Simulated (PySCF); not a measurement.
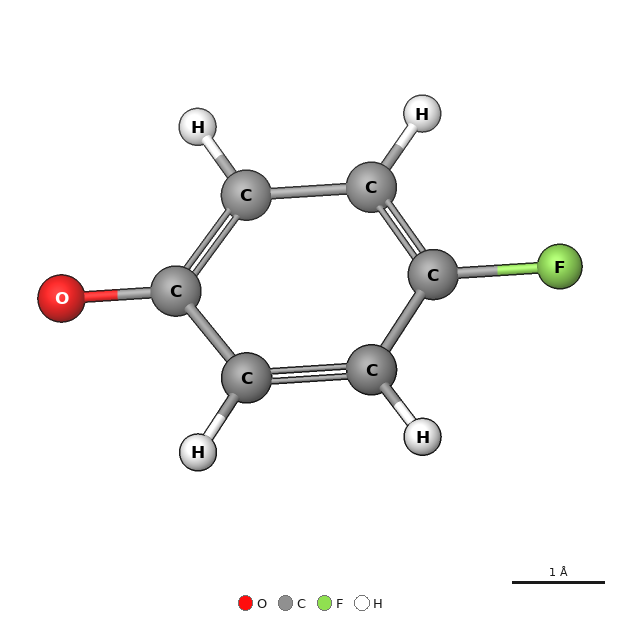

A ball-and-stick model of a molecule. Double and triple bonds are drawn as two and three sticks.

State: charge −1, singlet. The geometry was computed by an optimisation with GFN2-xTB. No frequency run is at hand to confirm it as a minimum.

Count the atoms of each element.

C6H4FO(-), 12 atoms: 6 carbon, 4 hydrogen, 1 fluorine and 1 oxygen.

Which point group does it belong to?

C2v.

Count the bonded pairs by element.

6 C–C, 4 C–H, 1 C–O, 1 C–F.

How many sets of symmetry-equivalent atoms are there?

8: 1 O, 1 C, 2 C, 2 C, 1 C, 1 F, 2 H, 2 H.

Name functional groups in it.

Among them: C–F bond.

More results for the same structure follow; atom numbers are the same in all pictures, views and colours differ.

Quadrupole coupling

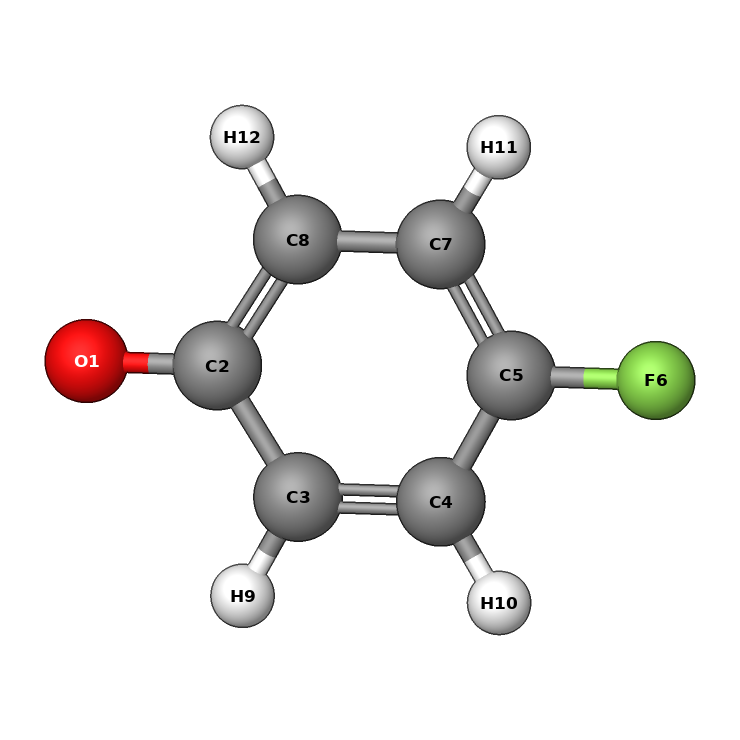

No frequency run is at hand to confirm it as a minimum. Electric field gradients from the ground-state density, PBE0/pcSseg-1 (PySCF 2.14.0), non-relativistic apart from any core potentials.

Give the largest field-gradient component, the quadrupole coupling constant and the asymmetry for 17O at O1 (Q = −25.6 mb).

```json
{"atom": "O1", "V_zz (a.u.)": "−1.478", "e²qQ/h (MHz)": "8.89", "η": "0.66"}
```

NMR shielding

The questions are on isotropic NMR shieldings of the C atoms. No frequency run is at hand to confirm it as a minimum. Method: GIAO PBE0/pcSseg-1 NMR shielding, non-relativistic, gas phase (PySCF 2.14.0).

Give the isotropic NMR shieldings of the C atoms atom by atom.

```
atom  σ (ppm)
  C2     10.8
  C3     67.2
  C4     68.9
  C5     33.6
  C7     69.0
  C8     67.1
```

Electronic properties

No frequency run is at hand to confirm it as a minimum. Method: PBE0/def2-SVPD, gas phase (PySCF 2.14.0).

Computed properties:

- HOMO energy (Kohn–Sham orbital): −0.49 eV
- mean static polarisability: 83.1 bohr³

Bond orders

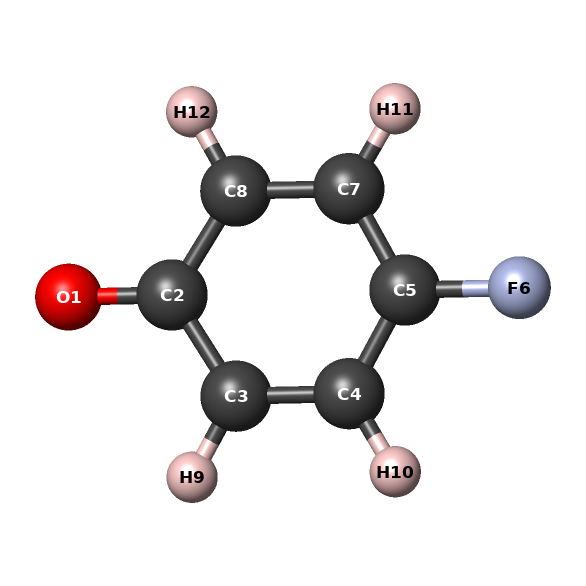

Every bond is drawn as one stick. No frequency run is at hand to confirm it as a minimum. Method: PBE0/pcSseg-1 (PySCF 2.14.0).

Which bond has the highest Mayer bond order?

O1–C2, 1.68, at a length of 1.258 Å.

List the Mayer bond orders of O1–C2, C2–C3, C5–F6, C4–C5, C3–C4, C4–H10, C3–H9 (one bond of each equivalent set).

| bond | Mayer order | length (Å) |
| --- | --- | --- |
| O1–C2 | 1.68 | 1.258 |
| C2–C3 | 1.22 | 1.434 |
| C5–F6 | 0.81 | 1.391 |
| C4–C5 | 1.40 | 1.383 |
| C3–C4 | 1.43 | 1.374 |
| C4–H10 | 0.95 | 1.085 |
| C3–H9 | 0.95 | 1.084 |
